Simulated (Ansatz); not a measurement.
# One shape, several levels: AlH5O (Al(H2O)H3)

We compute a comparison of 6 runs (B3LYP/STO-3G, BHLYP/STO-3G, PBE0/STO-3G, UB3LYP/STO-3G, UMP2/STO-3G, CCSD/STO-3G) of AlH5O (Al(H2O)H3). 

The results are computed with Ansatz 0.2.0.

53 further runs of the same task are left out: 1 that didn't finish, 52 set aside as unsound or not needed.

### Step 1. Starting point

AlH5O: 7 atoms, total charge 0, spin state singlet. SMILES: `[H][Al]([H])([H])<-[OH2]`. The H5–Al1 distance was set to 3.145 Å, away from the relaxed value. At this shape a bond of the SMILES string is far longer than usual.

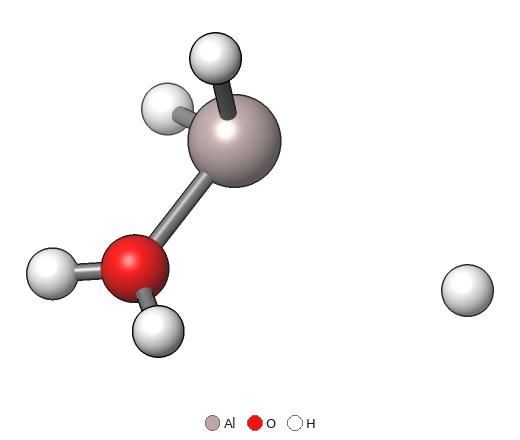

Viewed from a chosen angle; aluminium light grey, oxygen red, hydrogen white.

### Step 2. The energy at B3LYP/STO-3G (run 1)

Input file run.yaml:

```yaml
crystal:
  periodic: [false, false, false]
  atoms:
    - symbol: Al
      position_ang: [-1.530841, -0.086510, -0.777611]
    - symbol: O
      position_ang: [-1.593951, 0.014910, 1.109449]
    - symbol: H
      position_ang: [-2.303711, -0.342670, 1.656219]
    - symbol: H
      position_ang: [-0.981051, 0.544980, 1.631679]
    - symbol: H
      position_ang: [1.607200, -0.040110, -0.978390]
    - symbol: H
      position_ang: [-2.304751, 1.222580, -1.169141]
    - symbol: H
      position_ang: [-2.306961, -1.452380, -0.869871]
basis:
  gaussian:
    orbitals: STO-3G
hamiltonian:
  xc: {name: B3LYP}
accuracy: high
```

The run is started by

```bash
$ ansatz run run.yaml --threads 1 --pin off --max-ram 2610MiB --events-out events.jsonl --progress --plain --runs-dir runs
```

The log of the run:

```text
Warning: RAYON_NUM_THREADS=1 ignored (pool sized by the plan → 1); use --threads N
Functional definition: B3LYP
  name "B3LYP"
  parameter a0 = 0.2
  parameter ax = 0.72
  parameter ac = 0.81
  exchange = (1 - a0 - ax)*slater_x + ax*b88_x + a0*exact_x
  correlation = (1 - ac)*vwn_rpa_c + ac*lyp_c
335 factors; integrals over basis functions are off by at most 4.7e-9 eV
mean field evaluation 1: about -8605.1377 eV, gradient 2.2e1 eV
mean field evaluation 2: about -8592.4772 eV, gradient 2.8e1 eV
mean field evaluation 4: about -8609.9611 eV, gradient 8.6e0 eV
mean field evaluation 8: about -8609.9610 eV, gradient 8.6e0 eV
mean field evaluation 16: about -8610.4879 eV, gradient 2.0e-7 eV
mean field -8610.48786287 eV, -316.4295925621 hartree, gradient 7.5e-9 eV, S^2 0.000000; 0 other end points of the search recorded, 0 dependent functions left out
reference -8610.48789583 eV, -316.4295937735 hartree; 13, 13 occupied and 6, 6 virtual orbitals, 335 factors
Total energy: -8610.48789583 eV, -316.4295937735 hartree
```

It took 1.3 s on 1 thread of Arm Neoverse V2, shared host; peak memory 0.099 GiB.

### Step 3. The energy at BHLYP/STO-3G (run 2)

Input file input.yaml:

```yaml
crystal:
  periodic: [false, false, false]
  atoms:
    - {symbol: Al, position_ang: [-1.530841, -0.086510, -0.777611]}
    - {symbol: O, position_ang: [-1.593951, 0.014910, 1.109449]}
    - {symbol: H, position_ang: [-2.303711, -0.342670, 1.656219]}
    - {symbol: H, position_ang: [-0.981051, 0.544980, 1.631679]}
    - {symbol: H, position_ang: [1.607200, -0.040110, -0.978390]}
    - {symbol: H, position_ang: [-2.304751, 1.222580, -1.169141]}
    - {symbol: H, position_ang: [-2.306961, -1.452380, -0.869871]}
basis:
  gaussian: {orbitals: STO-3G}
hamiltonian: {xc: {name: BHLYP}}
accuracy: high
```

The run is started by

```bash
$ ansatz run input.yaml --threads 1 --pin off --max-ram 2610MiB --events-out events.jsonl --progress --plain --runs-dir runs
```

The log of the run:

```text
Warning: RAYON_NUM_THREADS=1 ignored (pool sized by the plan → 1); use --threads N
Functional definition: BHLYP
  name "BHLYP"
  parameter a = 0.5
  exchange = (1 - a)*b88_x + a*exact_x
  correlation = lyp_c
335 factors; integrals over basis functions are off by at most 4.7e-9 eV
mean field evaluation 1: about -8604.5931 eV, gradient 1.8e1 eV
mean field evaluation 2: about -8593.7562 eV, gradient 2.6e1 eV
mean field evaluation 4: about -8608.3351 eV, gradient 6.5e0 eV
mean field evaluation 8: about -8608.6734 eV, gradient 1.7e0 eV
mean field evaluation 16: about -8608.6858 eV, gradient 2.5e-4 eV
mean field -8608.68575929 eV, -316.3633664773 hartree, gradient 6.4e-8 eV, S^2 0.000000; 0 other end points of the search recorded, 0 dependent functions left out
reference -8608.68578199 eV, -316.3633673114 hartree; 13, 13 occupied and 6, 6 virtual orbitals, 335 factors
Total energy: -8608.68578199 eV, -316.3633673114 hartree
```

Wall time 1.1 s (1 thread of Arm Neoverse V2, shared host); peak memory 0.099 GiB.

Run 3 isn't shown in full; the table further down has it.

### Step 4. A single-point energy at UB3LYP/STO-3G (run 4)

Input file in.yaml:

```yaml
crystal:
  periodic: [false, false, false]
  atoms:
    - {symbol: Al, position_ang: [-1.530841, -0.086510, -0.777611]}
    - {symbol: O, position_ang: [-1.593951, 0.014910, 1.109449]}
    - {symbol: H, position_ang: [-2.303711, -0.342670, 1.656219]}
    - {symbol: H, position_ang: [-0.981051, 0.544980, 1.631679]}
    - {symbol: H, position_ang: [1.607200, -0.040110, -0.978390]}
    - {symbol: H, position_ang: [-2.304751, 1.222580, -1.169141]}
    - {symbol: H, position_ang: [-2.306961, -1.452380, -0.869871]}
basis:
  gaussian:
    orbitals: STO-3G
magnetization:
  spin_polarized: true
hamiltonian:
  xc: {name: B3LYP}
accuracy: high
```

The run is started by

```bash
$ ansatz run in.yaml --threads 1 --pin off --max-ram 2610MiB --events-out events.jsonl --progress --plain --runs-dir runs
```

The log of the run, shortened:

```text
Warning: RAYON_NUM_THREADS=1 ignored (pool sized by the plan → 1); use --threads N
[... 7 set-up lines as earlier in the session ...]
335 factors; integrals over basis functions are off by at most 4.7e-9 eV
mean field evaluation 1: about -8605.1377 eV, gradient 1.5e1 eV
mean field evaluation 2: about -8592.4772 eV, gradient 1.9e1 eV
mean field evaluation 4: about -8609.9611 eV, gradient 6.1e0 eV
mean field evaluation 8: about -8609.9610 eV, gradient 6.1e0 eV
mean field evaluation 16: about -8610.4879 eV, gradient 1.1e-7 eV
mean field evaluation 32: about -8609.9101 eV, gradient 1.1e1 eV
mean field -8611.01612471 eV, -316.4490058267 hartree, gradient 1.5e-8 eV, S^2 0.657279; 3 other end points of the search recorded, 0 dependent functions left out
reference -8611.01615750 eV, -316.4490070317 hartree; 13, 13 occupied and 6, 6 virtual orbitals, 335 factors
Total energy: -8611.01615750 eV, -316.4490070317 hartree
```

Run time: 4.8 s. Hardware: 1 thread of Arm Neoverse V2, shared host; peak memory 0.14 GiB.

Run 5 isn't shown in full; the table further down has it.

### Step 5. The energy at CCSD/STO-3G (run 6)

Edit in.yaml of step 4 so:

```diff
@@ -11,8 +11,5 @@
 basis:
-  gaussian:
-    orbitals: STO-3G
-magnetization:
-  spin_polarized: true
-hamiltonian:
-  xc: {name: B3LYP}
+  gaussian: {orbitals: STO-3G}
+scf: {omitted_lower_state_checks: [cluster_reference, increment]}
+correlation: {method: ccsd, frozen_orbitals: {Al: 5, H: 0, O: 1}}
 accuracy: high
```

The run is started by

```bash
$ ansatz run in.yaml --threads 1 --pin off --max-ram 2610MiB --events-out events.jsonl --progress --plain --runs-dir runs
```

The log of the run:

```text
Warning: RAYON_NUM_THREADS=1 ignored (pool sized by the plan → 1); use --threads N
[... 11 lines left out ...]
6 core orbitals not correlated: weight in the atoms' cores, before any rotation towards them, 0.999 or more for the frozen orbitals, at most 0.000 for the correlated occupied ones
[... 28 lines left out ...]
WARN: these amplitudes may be one of several solutions (largest doubles amplitude 0.68, level shift 5.88 eV)
Total energy: -8588.92248239 eV, -315.6370794469 hartree
Checks for a lower state left out: cluster_reference, increment
```

It took 0.14 s on 1 thread of Arm Neoverse V2, shared host.

### Step 6. The series

```
run          level  frozen core orbitals  energy (Eh)  wall time
  1   B3LYP/STO-3G                     –  -316.429594      1.3 s
  2   BHLYP/STO-3G                     –  -316.363367      1.1 s
  3    PBE0/STO-3G                     –  -316.219381      1.1 s
  4  UB3LYP/STO-3G                     –  -316.449007      4.8 s
  5    UMP2/STO-3G                     6  -315.610304     0.16 s
  6    CCSD/STO-3G                     6  -315.637079     0.14 s
```

### Step 7. What came out

```
                                          quantity          value
                               run 6: total energy  -315.63708 Eh
run 6: correlation energy (6 core orbitals frozen)     -189.7 mEh
                              run 6: T1 diagnostic          0.082
```

In words: Totals of different functionals can't be ranked against each other. In run 6 the T1 diagnostic is large, so a single reference may not serve. In run 6 the log says that unrestricted orbitals would lower the reference, so the values rest on an unstable closed-shell determinant (other closed-shell runs at this shape may share the fault). In runs 1, 2, 3, 4, 5, 6 the basis is minimal, so the values are rough. Spin contamination of the reference: run 5 ⟨S²⟩ = 0.95, run 4 ⟨S²⟩ = 0.66. Where it is this large, the reference is a mixture of spin states, and values that rest on it are in doubt. All runs together took 8.6 s, the longest 4.8 s.
